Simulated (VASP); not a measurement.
# Aluminum: cell size against the level of theory

Aim: relax Aluminum at several levels and hold each cell against experiment. The levels: LDA, PBEsol, PBE, r2SCAN, PBE + D3(BJ), r2SCAN + rVV10, vdW-DF-cx and RPBE. The start is a cell from a database of measured crystal structures.

Program: VASP 6.6.1. Level of theory: LDA; plane waves and PAW (Al), in the first sound run; inputs show where later runs differ. Results are calculated unless marked as measured.

Experimental background.

“Honeycomb Boron on Al(111): From the Concept of Borophene to the Two-Dimensional Boride” (2021, pmc:8482755) quotes from earlier work for Al, fcc (bulk crystal): lattice constant a (cubic lattice parameter, quoted experimental value) 4.04958 Å [literature value quoted in the paper's theory part; measurement temperature not given].

This is a report of a sequence of runs, with most program output left out.

### 1. The structure

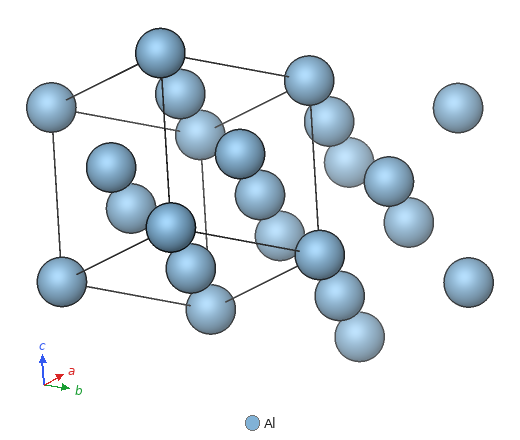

The cell as given, from a free direction (aluminium light blue). 1×2×1 cells are drawn. This picture shows the conventional cell, with its axes. Some periodic images of atoms are drawn too.

Coordinates:

```cif
data_structure
_symmetry_space_group_name_H-M 'P 1'
_symmetry_Int_Tables_number 1
_cell_length_a 2.8635
_cell_length_b 2.8635
_cell_length_c 2.8635
_cell_angle_alpha 60.000
_cell_angle_beta 60.000
_cell_angle_gamma 60.000
_cell_volume 16.60
loop_
_atom_site_label
_atom_site_type_symbol
_atom_site_fract_x
_atom_site_fract_y
_atom_site_fract_z
_atom_site_occupancy
Al1 Al 0.00000 0.00000 0.00000 1
```

### 2. Relaxation with LDA

The start need not lie at this functional's minimum. ISIF = 3 frees volume, shape and positions, and EDIFFG sets the threshold on forces and stress at which the search stops. LDA, the lowest rung, knows the local density alone.

The input, INCAR:

```
SYSTEM = Al
PREC = Accurate
ENCUT = 520
EDIFF = 1E-06
NELM = 100
ISMEAR = -1
SIGMA = 0.05
LREAL = .FALSE.
ALGO = Normal
GGA = CA
NBANDS = 7
LORBIT = 11
LWAVE = .FALSE.
LCHARG = .FALSE.
KPAR = 2
IBRION = 2
NSW = 60
ISIF = 3
EDIFFG = -0.01
```

The input, POSCAR:

```
Al
1.0
    0.0000000000      2.0248050000      2.0248050000
    2.0248050000      0.0000000000      2.0248050000
    2.0248050000      2.0248050000      0.0000000000
Al
1
Direct
    0.0000000000      0.0000000000      0.0000000000
```

The input, KPOINTS:

```
Automatic mesh
0
Gamma
9 9 9
0 0 0
```

PAW data sets: Al (PBE family, release 64).

Run with:

```sh
mpirun -np 2 vasp_std
```

The job ended after 6.4 s (2 MPI ranks of Intel Xeon Platinum 8375C at 2.90GHz (Ice Lake), shared host; peak memory 0.22 GiB).

This run has no spin polarisation. Its electron count is odd, so without a moment it is a metal by construction. The k-mesh is coarse for a metal. The PAW data sets were made with PBE, though LDA sets exist; this is a small mismatch. The run keeps the 48 symmetry operations of its start, so it cannot find a distortion of lower symmetry.

Step by step:

```
step  energy less that of the first step (eV)  largest force (eV/Å)  pressure (GPa)  volume (Å³)
   1                                   0.0000                0.0000           -3.00        16.60
   2                                  -0.0059                0.0000            0.57        15.87
   3                                  -0.0061                0.0000            0.00        15.97
```

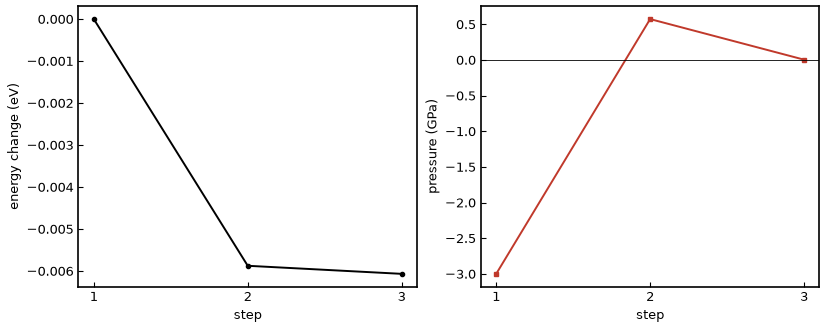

Energy and pressure along the relaxation.

```csv
"conventional cell, symmetrised",before,after,change
a (Å),4.050,3.998,-1.3 %
b (Å),4.050,3.998,-1.3 %
c (Å),4.050,3.998,-1.3 %
volume (Å³/atom),16.60,15.97,-3.8 %
```

Final coordinates:

```xyz
1
Lattice="0.0000 1.9989 1.9989 1.9989 0.0000 1.9989 1.9989 1.9989 0.0000" Properties=species:S:1:pos:R:3 pbc="T T T"
Al    0.0000    0.0000    0.0000
```

Numbers from this step:

* electrons: 3
* bands: 7
* irreducible k-points: 35
* symmetry operations: 48
* free energy (TOTEN): -4.151 eV
* energy at zero smearing: -4.148 eV
* Fermi energy: 8.127 eV
* pressure: 0.004878 GPa
* metallic: yes
* SCF cycles over all ionic steps: 18

It ends with forces that vanish by symmetry and a pressure of 0.00 GPa. The volume lies -3.8 % from that of the database's start, which holds the thermal and zero-point expansion of its experiment. LDA is known to overbind. The conventional cell has a = 3.998 Å.

### 3. Relaxation with PBEsol

This step: PBEsol; plane waves and PAW (Al) (VASP 6.6.1).

PBEsol restores the gradient expansion of exchange and is tuned for the cells of solids.

Edit INCAR of step 2 so:

```diff
@@ -9,3 +9,3 @@
 ALGO = Normal
-GGA = CA
+GGA = PS
 NBANDS = 7
```

POSCAR is that of step 2.

KPOINTS is that of step 2.

Run with:

```sh
mpirun -np 2 vasp_std
```

It took 7.2 s on 2 MPI ranks; peak memory 0.24 GiB.

The PAW data sets were made with PBE, which is usual practice but a small mismatch for other functionals.

The steps of the relaxation:

| step | energy less that of the first step (eV) | largest force (eV/Å) | pressure (GPa) | volume (Å³) |
| --- | --- | --- | --- | --- |
| 1 | 0.0000 | 0.0000 | -1.63 | 16.60 |
| 2 | -0.0017 | 0.0000 | 0.33 | 16.20 |
| 3 | -0.0017 | 0.0000 | 0.00 | 16.26 |

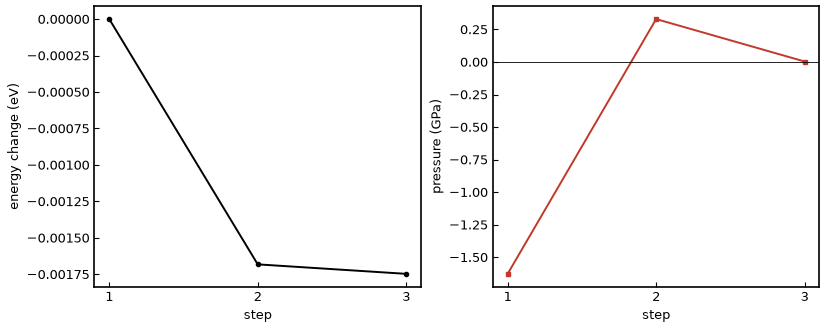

Energy and pressure along the relaxation.

```
conventional cell, symmetrised  before  after  change
                         a (Å)   4.050  4.022  -0.7 %
                         b (Å)   4.050  4.022  -0.7 %
                         c (Å)   4.050  4.022  -0.7 %
              volume (Å³/atom)   16.60  16.26  -2.0 %
```

Final coordinates:

```xyz
1
Lattice="0.0000 2.0110 2.0110 2.0110 0.0000 2.0110 2.0110 2.0110 0.0000" Properties=species:S:1:pos:R:3 pbc="T T T"
Al    0.0000    0.0000    0.0000
```

This step gave:

```yaml
free_energy_toten: -4.064 eV
energy_at_zero_smearing: -4.061 eV
fermi_energy: 8.069 eV
pressure: 0.003398 GPa
```

It ends at 16.26 Å³/atom, -2.0 % from the start, with 0.00 GPa left. The conventional cell has a = 4.022 Å.

### 4. Relaxation with PBE

This step: PBE; plane waves and PAW (Al) (VASP 6.6.1).

PBE, the usual starting point, adds the gradient of the density.

Edit INCAR of step 3 so:

```diff
@@ -9,3 +9,3 @@
 ALGO = Normal
-GGA = PS
+GGA = PE
 NBANDS = 7
```

POSCAR is that of step 3.

KPOINTS is that of step 3.

Run with:

```sh
mpirun -np 2 vasp_std
```

Wall time 6.2 s (2 MPI ranks); peak memory 0.24 GiB; 11 s of CPU time.

Relaxation path:

```
step  energy less that of the first step (eV)  largest force (eV/Å)  pressure (GPa)  volume (Å³)
   1                                   0.0000                0.0000           -0.22        16.60
   2                                   0.0000                0.0000            0.04        16.55
```

| conventional cell, symmetrised | before | after | change |
| --- | --- | --- | --- |
| a (Å) | 4.050 | 4.045 | -0.1 % |
| b (Å) | 4.050 | 4.045 | -0.1 % |
| c (Å) | 4.050 | 4.045 | -0.1 % |
| volume (Å³/atom) | 16.60 | 16.55 | -0.3 % |

The relaxed structure:

```
Al
1.0
     0.00000    2.02256    2.02256
     2.02256    0.00000    2.02256
     2.02256    2.02256    0.00000
Al
1
Direct
  0.00000 0.00000 0.00000
```

It ends at 16.55 Å³/atom, -0.3 % from the start, with 0.04 GPa left. The conventional cell has a = 4.045 Å.

### 5. Relaxation with r2SCAN

This step: r2SCAN; plane waves and PAW (Al) (VASP 6.6.1).

r2SCAN adds the kinetic-energy density, costs more than a GGA and is run with LASPH.

Edit INCAR of step 4 so:

```diff
@@ -9,3 +9,4 @@
 ALGO = Normal
-GGA = PE
+METAGGA = R2SCAN
+LASPH = .TRUE.
 NBANDS = 7
```

POSCAR is that of step 4.

KPOINTS is that of step 4.

Run with:

```sh
mpirun -np 2 vasp_std
```

Elapsed: 32 s, on 2 MPI ranks; peak memory 0.25 GiB; 62 s of CPU time.

The steps of the relaxation:

| step | energy less that of the first step (eV) | largest force (eV/Å) | pressure (GPa) | volume (Å³) |
| --- | --- | --- | --- | --- |
| 1 | 0.0000 | 0.0000 | -3.47 | 16.60 |
| 2 | -0.0079 | 0.0000 | 0.77 | 15.75 |
| 3 | -0.0082 | 0.0000 | 0.03 | 15.88 |

```csv
"conventional cell, symmetrised",before,after,change
a (Å),4.050,3.990,-1.5 %
b (Å),4.050,3.990,-1.5 %
c (Å),4.050,3.990,-1.5 %
volume (Å³/atom),16.60,15.88,-4.3 %
```

Final coordinates:

```cif
data_structure
_symmetry_space_group_name_H-M 'P 1'
_symmetry_Int_Tables_number 1
_cell_length_a 2.8216
_cell_length_b 2.8216
_cell_length_c 2.8216
_cell_angle_alpha 60.000
_cell_angle_beta 60.000
_cell_angle_gamma 60.000
_cell_volume 15.88
loop_
_atom_site_label
_atom_site_type_symbol
_atom_site_fract_x
_atom_site_fract_y
_atom_site_fract_z
_atom_site_occupancy
Al1 Al 0.00000 0.00000 0.00000 1
```

It ends at 15.88 Å³/atom, -4.3 % from the start, with 0.03 GPa left. The conventional cell has a = 3.990 Å.

### 6. Relaxation with PBE + D3(BJ)

This step: PBE with D3(BJ); plane waves and PAW (Al) (VASP 6.6.1).

A dispersion term adds the long-range attraction that semilocal functionals lack. D3 with Becke-Johnson damping keeps a finite attraction at short range.

Edit INCAR of step 5 so:

```diff
@@ -9,4 +9,4 @@
 ALGO = Normal
-METAGGA = R2SCAN
-LASPH = .TRUE.
+GGA = PE
+IVDW = 12
 NBANDS = 7
```

POSCAR is that of step 5.

KPOINTS is that of step 5.

Run with:

```sh
mpirun -np 2 vasp_std
```

It took 8.2 s on 2 MPI ranks; peak memory 0.25 GiB; 15 s of CPU time.

Dispersion corrections of this kind ignore metallic screening and tend to overbind metals.

It ends at 15.86 Å³/atom, -4.5 % from the start, with 0.01 GPa left. The conventional cell has a = 3.988 Å. Against plain PBE, the dispersion term moves a by -1.4 %.

### 7. Relaxation with r2SCAN + rVV10

This step: r2SCAN with rVV10; plane waves and PAW (Al) (VASP 6.6.1).

LUSE_VDW switches on a nonlocal correlation term for dispersion.

Edit INCAR of step 6 so:

```diff
@@ -9,4 +9,8 @@
 ALGO = Normal
-GGA = PE
-IVDW = 12
+METAGGA = R2SCAN
+LUSE_VDW = .TRUE.
+IVDW_NL = 2
+BPARAM = 11.95
+CPARAM = 0.0093
+LASPH = .TRUE.
 NBANDS = 7
```

POSCAR is that of step 6.

KPOINTS is that of step 6.

Run with:

```sh
mpirun -np 2 vasp_std
```

Run time: 93 s. Hardware: 2 MPI ranks; peak memory 0.39 GiB.

It ends at 15.83 Å³/atom, -4.6 % from the start, with 0.03 GPa left. The conventional cell has a = 3.986 Å. Against plain r2SCAN, the dispersion term moves a by -0.1 %.

### 8. Relaxation with vdW-DF-cx

This step: vdW-DF-cx; plane waves and PAW (Al) (VASP 6.6.1).

vdW-DF-cx takes its exchange from the same plasmon model as its correlation.

Edit INCAR of step 7 so:

```diff
@@ -9,7 +9,5 @@
 ALGO = Normal
-METAGGA = R2SCAN
+GGA = CX
+AGGAC = 0
 LUSE_VDW = .TRUE.
-IVDW_NL = 2
-BPARAM = 11.95
-CPARAM = 0.0093
 LASPH = .TRUE.
```

POSCAR is that of step 7.

KPOINTS is that of step 7.

Run with:

```sh
mpirun -np 2 vasp_std
```

Wall time 55 s (2 MPI ranks); peak memory 0.5 GiB; 1.8 min of CPU time.

It ends at 16.43 Å³/atom, -1.1 % from the start, with 0.01 GPa left. The conventional cell has a = 4.035 Å.

### 9. Relaxation with RPBE

This step: RPBE; plane waves and PAW (Al) (VASP 6.6.1).

RPBE by itself binds more weakly than PBE and expands cells.

Edit INCAR of step 8 so:

```diff
@@ -9,6 +9,3 @@
 ALGO = Normal
-GGA = CX
-AGGAC = 0
-LUSE_VDW = .TRUE.
-LASPH = .TRUE.
+GGA = RP
 NBANDS = 7
```

POSCAR is that of step 8.

KPOINTS is that of step 8.

Run with:

```sh
mpirun -np 2 vasp_std
```

Wall time 7.8 s (2 MPI ranks); peak memory 0.23 GiB.

It ends at 16.83 Å³/atom, +1.4 % from the start, with -0.01 GPa left. The conventional cell has a = 4.068 Å.

### 10. The cells as a table

This step: relaxed cells at several levels; plane waves and PAW (VASP 6.6.1).

Derived from the runs above.

Lengths are those of the conventional cell; cost is the wall time of each run, as given at its step, times its ranks, without the set-up around it. Results by level, by row:

| level | volume (Å³/atom) | change from the start (%) | a (Å) | cost (core minutes) |
| --- | --- | --- | --- | --- |
| LDA | 15.97 | -3.8 | 3.998 | 0.213 |
| PBEsol | 16.26 | -2 | 4.022 | 0.24 |
| PBE | 16.55 | -0.3 | 4.045 | 0.207 |
| r2SCAN | 15.88 | -4.3 | 3.99 | 1.07 |
| PBE + D3(BJ) | 15.86 | -4.5 | 3.988 | 0.273 |
| r2SCAN + rVV10 | 15.83 | -4.6 | 3.986 | 3.1 |
| vdW-DF-cx | 16.43 | -1.1 | 4.035 | 1.83 |
| RPBE | 16.83 | 1.4 | 4.068 | 0.26 |

### 11. Results

```yaml
volume_lda: 15.97 Å³/atom
volume_pbesol: 16.26 Å³/atom
volume_pbe: 16.55 Å³/atom
volume_r2scan: 15.88 Å³/atom
volume_pbe_d3_bj: 15.86 Å³/atom
volume_r2scan_rvv10: 15.83 Å³/atom
volume_vdw_df_cx: 16.43 Å³/atom
volume_rpbe: 16.83 Å³/atom
```

For Aluminum the levels give volumes between 15.83 Å³/atom (r2SCAN + rVV10) and 16.83 Å³/atom (RPBE), a spread of 6.3 %, while the cost of the finished runs spans a factor of 15. Within 1 % of experiment on every length: PBEsol, PBE, vdW-DF-cx and RPBE. The nearest, PBE, is among the cheap ones. Thermal and zero-point expansion, often some tenths of a per cent in length, bear on this order: with the measured lengths lowered by an assumed 0.4 % the nearest becomes vdW-DF-cx. The costs hold the number of ionic steps as well as the price of the functional. The closing table has room for seven levels; RPBE stands in the table of levels alone. Adding D3(BJ) to PBE changes the volume by -4.2 % (a by -1.4 %). Adding rVV10 to r2SCAN changes the volume by -0.3 % (a by -0.1 %). Pairwise corrections of the D and TS kind ignore the screening in a metal, so they may overbind here. Within 0.02 Å all end in space group Fm-3m; the runs can't lower the symmetry of the start. The k-sampling is coarse for a metal, so the Fermi level, pressures and the shape of the cell carry errors. Each is a single relaxation on the plane waves of the start cell, so larger changes of volume carry a basis-set error that was not tested here.

Computed beside measured:

| quantity | measured | LDA | PBEsol | PBE | r2SCAN | PBE + D3(BJ) | r2SCAN + rVV10 | vdW-DF-cx |
| --- | --- | --- | --- | --- | --- | --- | --- | --- |
| lattice constant a (Å) | 4.04958 | 3.998 (-1.3 %) | 4.022 (-0.7 %) | 4.045 (-0.1 %) | 3.990 (-1.5 %) | 3.988 (-1.5 %) | 3.986 (-1.6 %) | 4.035 (-0.4 %) |

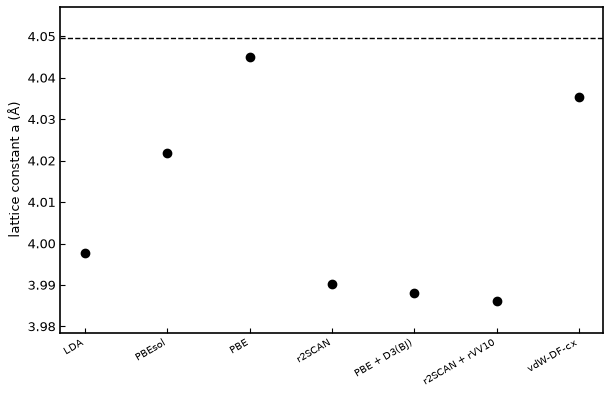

The lattice constant a by level; the dashed line is the measured value.

Measured values from pmc:8482755 (2021).

**Verdict.** For the lattice constant a, of the levels listed nearest comes PBE (-0.1 %, good agreement) and farthest r2SCAN + rVV10 (-1.6 %, a clear miss). The grades are ours: good and fair within 0.7 and 1.5 % for the lattice constant a. Zero-point motion and thermal expansion are not in the computed lattice constants.

[Lines on the potential files, build, host, timing and source positions are cut from VASP's logs without a mark.]

[Logs are printed without paths, hosts, clocks, repeated set-up lines and the standing remarks that a program may print on its own settings, such as how far it seeks lower states.]

[Hosts, paths, dates, database ids (printed as entryN), source tags and the programs' standing remarks are cut or masked in the printed files.]

[Measured values are set beside computed ones only where the two were judged alike; some that the calculation misses by far are left out.]
